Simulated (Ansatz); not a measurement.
# One shape, several levels: CH2GeN (SMILES N#[C][GeH2])

Wanted: a comparison of 6 runs (UHF/def2-SVPD, UB3LYP/6-31G*, U-r2SCAN0/def2-SVPD, UBLYP/def2-SVPD, USVWN5/def2-SVPD, RPA@PBE0/def2-SVPD) of CH2GeN. 

The calculation is run with Ansatz 0.2.0.

57 further runs of the same task are left out: 57 set aside as unsound or not needed.

## Step 1: The structure to begin with

CH2GeN has 5 atoms, charge 0, and is taken as a doublet. As SMILES, `N#[C][GeH2]`. The Ge3–H4 distance was set to 2.301 Å, away from the relaxed value. At this shape a bond of the SMILES string is far longer than usual.

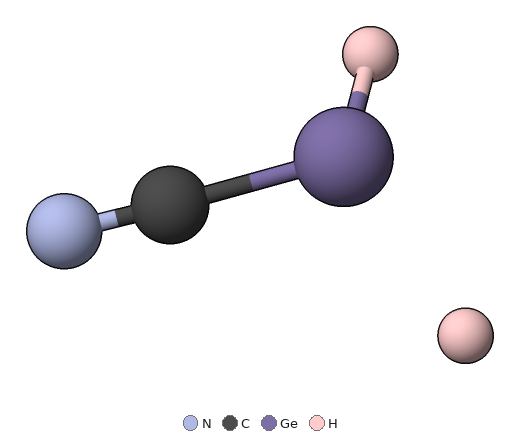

The structure, seen from a chosen angle (nitrogen light blue, carbon dark grey, germanium purple, hydrogen pink).

## Step 2: A single-point energy at UHF/def2-SVPD (run 1)

File run.yaml:

```yaml
crystal:
  periodic: [false, false, false]
  atoms:
    - {symbol: "N", position_ang: [2.262210, -0.659595, 1.271100]}
    - {symbol: C, position_ang: [1.509910, -0.166195, 0.548300]}
    - {symbol: Ge, position_ang: [0.355610, 0.611105, -0.762200]}
    - {symbol: H, position_ang: [-1.658900, -0.498000, -0.695900]}
    - {symbol: H, position_ang: [0.267210, 2.118105, -0.491000]}
basis:
  gaussian:
    orbitals: def2-SVPD
magnetization:
  spin_polarized: true
  initial_magnetization: 1
hamiltonian:
  xc: hf
accuracy: high
output:
  orbitals: {seedname: orbitals}
```

On the command line:

```
ansatz run run.yaml --threads 1 --pin off --max-ram 3480MiB --events-out events.jsonl --progress --plain --runs-dir runs
```

Output:

```text
Warning: RAYON_NUM_THREADS=1 ignored (pool sized by the plan → 1); use --threads N
Functional definition: HF
  name "HF"
  exchange = exact_x
  correlation = 0
1840 factors; integrals over basis functions are off by at most 4.5e-9 eV
mean field evaluation 1: about -59001.7080 eV, gradient 2.1e1 eV
mean field evaluation 2: about -59001.7843 eV, gradient 2.1e1 eV
mean field evaluation 4: about -59004.8738 eV, gradient 3.0e0 eV
mean field evaluation 8: about -59005.1075 eV, gradient 8.3e-1 eV
mean field evaluation 16: about -59005.2327 eV, gradient 5.4e-3 eV
mean field evaluation 32: about -59005.1925 eV, gradient 4.1e-1 eV
mean field evaluation 64: about -59005.2231 eV, gradient 2.1e-1 eV
mean field evaluation 96: about -59002.4076 eV, gradient 6.8e0 eV
mean field -59005.23273788 eV, -2168.4023079340 hartree, gradient 3.4e-8 eV, S^2 1.028099; 1 other end points of the search recorded, 0 dependent functions left out
reference -59005.23273788 eV, -2168.4023079340 hartree; 24, 23 occupied and 70, 71 virtual orbitals, 1840 factors
Total energy: -59005.23273788 eV, -2168.4023079340 hartree
```

Wall time 11 s (1 thread of Arm Neoverse V2, shared host); peak memory 0.36 GiB.

## Step 3: A single-point energy at UB3LYP/6-31G(d) (Cartesian functions) (run 2)

File in.yaml:

```yaml
crystal:
  periodic: [false, false, false]
  atoms:
    - {symbol: "N", position_ang: [2.262210, -0.659595, 1.271100]}
    - {symbol: C, position_ang: [1.509910, -0.166195, 0.548300]}
    - {symbol: Ge, position_ang: [0.355610, 0.611105, -0.762200]}
    - {symbol: H, position_ang: [-1.658900, -0.498000, -0.695900]}
    - {symbol: H, position_ang: [0.267210, 2.118105, -0.491000]}
basis:
  gaussian: {orbitals: "6-31G*"}
accuracy: high
hamiltonian: {xc: {name: B3LYP}}
output: {orbitals: {seedname: orbitals}}
magnetization: {spin_polarized: true, initial_magnetization: 1}
```

On the command line:

```
ansatz run in.yaml --threads 1 --pin off --max-ram 3480MiB --events-out events.jsonl --progress --plain --runs-dir runs
```

Output:

```text
Warning: RAYON_NUM_THREADS=1 ignored (pool sized by the plan → 1); use --threads N
Functional definition: B3LYP
  name "B3LYP"
  parameter a0 = 0.2
  parameter ax = 0.72
  parameter ac = 0.81
  exchange = (1 - a0 - ax)*slater_x + ax*b88_x + a0*exact_x
  correlation = (1 - ac)*vwn_rpa_c + ac*lyp_c
1314 factors; integrals over basis functions are off by at most 3.9e-9 eV
mean field evaluation 1: about -59062.8728 eV, gradient 3.2e1 eV
mean field evaluation 2: about -59003.7834 eV, gradient 9.6e1 eV
mean field evaluation 4: about -59067.1518 eV, gradient 1.2e1 eV
mean field evaluation 8: about -59067.7300 eV, gradient 2.8e-1 eV
mean field evaluation 16: about -59067.7335 eV, gradient 3.8e-3 eV
mean field evaluation 32: about -59067.7335 eV, gradient 5.1e-7 eV
mean field -59067.73349092 eV, -2170.6991682436 hartree, gradient 3.1e-8 eV, S^2 0.785792; 0 other end points of the search recorded, 0 dependent functions left out
reference -59067.73352525 eV, -2170.6991695052 hartree; 24, 23 occupied and 45, 46 virtual orbitals, 1314 factors
Total energy: -59067.73352525 eV, -2170.6991695052 hartree
```

Run time: 9.3 s. Hardware: 1 thread of Arm Neoverse V2, shared host; peak memory 0.27 GiB.

## Step 4: The energy at U-r2SCAN0/def2-SVPD (run 3)

File run.yaml:

```yaml
crystal:
  periodic: [false, false, false]
  atoms:
    - {symbol: N, position_ang: [2.262210, -0.659595, 1.271100]}
    - {symbol: C, position_ang: [1.509910, -0.166195, 0.548300]}
    - {symbol: Ge, position_ang: [0.355610, 0.611105, -0.762200]}
    - {symbol: H, position_ang: [-1.658900, -0.498000, -0.695900]}
    - {symbol: H, position_ang: [0.267210, 2.118105, -0.491000]}
basis:
  gaussian: {orbitals: def2-SVPD}
magnetization: {spin_polarized: true, initial_magnetization: 1}
hamiltonian: {xc: {name: r2SCAN0}}
accuracy: high
output: {orbitals: {seedname: orbitals}}
```

On the command line:

```
ansatz run run.yaml --threads 1 --pin off --max-ram 3480MiB --events-out events.jsonl --progress --plain --runs-dir runs
```

Output:

```text
Warning: RAYON_NUM_THREADS=1 ignored (pool sized by the plan → 1); use --threads N
Functional definition: r2SCAN0
  name "r2SCAN0"
  parameter a = 0.25
  parameter k0 = 0.174
  parameter k1 = 0.065
  parameter a1 = 4.9479
  exchange = (1 - a)*r2scan_x(k0 = k0, k1 = k1, a1 = a1) + a*exact_x
  correlation = r2scan_c
1840 factors; integrals over basis functions are off by at most 4.5e-9 eV
mean field evaluation 1: about -59058.0174 eV, gradient 2.8e1 eV
mean field evaluation 2: about -59026.9769 eV, gradient 7.3e1 eV
mean field evaluation 4: about -59062.0046 eV, gradient 6.8e0 eV
mean field evaluation 8: about -59062.3359 eV, gradient 5.8e-1 eV
mean field evaluation 16: about -59062.3663 eV, gradient 2.9e-2 eV
mean field evaluation 32: about -59062.3663 eV, gradient 1.2e-5 eV
mean field -59062.36629158 eV, -2170.5019273059 hartree, gradient 7.9e-8 eV, S^2 0.854658; 2 other end points of the search recorded, 0 dependent functions left out
reference -59062.36629379 eV, -2170.5019273869 hartree; 24, 23 occupied and 70, 71 virtual orbitals, 1840 factors
Total energy: -59062.36629379 eV, -2170.5019273869 hartree
```

Run time: 40 s. Hardware: 1 thread of Arm Neoverse V2, shared host; peak memory 0.53 GiB.

Runs 4 to 5 aren't shown in full; the table further down has their settings and results.

## Step 5: The energy at RPA@PBE0/def2-SVPD (run 6)

File input.yaml:

```yaml
crystal:
  periodic: [false, false, false]
  atoms:
    - symbol: N
      position_ang: [2.262210, -0.659595, 1.271100]
    - symbol: C
      position_ang: [1.509910, -0.166195, 0.548300]
    - symbol: Ge
      position_ang: [0.355610, 0.611105, -0.762200]
    - symbol: H
      position_ang: [-1.658900, -0.498000, -0.695900]
    - symbol: H
      position_ang: [0.267210, 2.118105, -0.491000]
basis:
  gaussian:
    orbitals: def2-SVPD
magnetization:
  spin_polarized: true
  initial_magnetization: 1
hamiltonian:
  xc: {name: PBE0}
correlation:
  method: rpa
  frozen_orbitals: {C: 1, Ge: 9, H: 0, "N": 1}
accuracy: high
```

On the command line:

```
ansatz run input.yaml --threads 1 --pin off --max-ram 3480MiB --events-out events.jsonl --progress --plain --runs-dir runs
```

Output:

```text
Warning: RAYON_NUM_THREADS=1 ignored (pool sized by the plan → 1); use --threads N
Functional definition: PBE0
  name "PBE0"
[... 1 set-up line as earlier in the session ...]
  parameter kappa = 0.804
  parameter beta = 0.06672455060314922
  exchange = (1 - a)*pbe_x(kappa = kappa, mu = beta*pi^2/3) + a*exact_x
  correlation = pbe_c(beta = beta)
1840 factors; integrals over basis functions are off by at most 4.5e-9 eV
mean field evaluation 1: about -59050.1390 eV, gradient 3.0e1 eV
mean field evaluation 2: about -59050.2959 eV, gradient 3.0e1 eV
mean field evaluation 4: about -59054.0273 eV, gradient 1.2e1 eV
mean field evaluation 8: about -59054.8258 eV, gradient 8.3e-1 eV
mean field evaluation 16: about -59054.8422 eV, gradient 1.7e-2 eV
mean field evaluation 32: about -59054.8422 eV, gradient 3.1e-6 eV
mean field -59054.84220540 eV, -2170.2254222386 hartree, gradient 8.8e-8 eV, S^2 0.789201; 2 other end points of the search recorded, 0 dependent functions left out
11 core orbitals not correlated: weight in the atoms' cores, before any rotation towards them, 1.000 or more for the frozen orbitals, at most 0.000 for the correlated occupied ones
reference -59004.43539244 eV, -2168.3730060294 hartree; 13, 12 occupied and 70, 71 virtual orbitals, 1840 factors
Total energy: -59023.68263977 eV, -2169.0803293225 hartree
```

Wall time 26 s (1 thread of Arm Neoverse V2, shared host); peak memory 0.42 GiB.

## Step 6: All runs side by side

```tsv
run	level	Cartesian functions	frozen core orbitals	energy (Eh)	HOMO energy (eV)	LUMO energy (eV)	⟨S²⟩	wall time
1	UHF/def2-SVPD	no	–	-2168.402308	-10.21	-0.37	1.028	11 s
2	UB3LYP/6-31G* (Cartesian functions)	yes	–	-2170.699170	-7.00	-4.42	0.786	9.3 s
3	U-r2SCAN0/def2-SVPD	no	–	-2170.501927	-7.69	-3.88	0.855	40 s
4	UBLYP/def2-SVPD	no	–	-2170.645141	-6.11	-5.09	0.766	9.6 s
5	USVWN5/def2-SVPD	no	–	-2166.644871	-6.29	-5.40	0.755	5.1 s
6	RPA@PBE0/def2-SVPD	no	11	-2169.080329	–	–	0.789	26 s
```

## Step 7: Results

| quantity | value |
| --- | --- |
| run 6: total energy | -2169.08033 Eh |
| run 6: RPA correlation energy (valence) | -707.3 mEh |
| run 6: ⟨S²⟩ of the reference determinant | 0.789 |

**Reading.** Totals of different functionals can't be ranked against each other. Spin contamination of the reference: run 1 ⟨S²⟩ = 1.03, run 3 ⟨S²⟩ = 0.85. All runs together took 1.7 min, the longest 40 s.
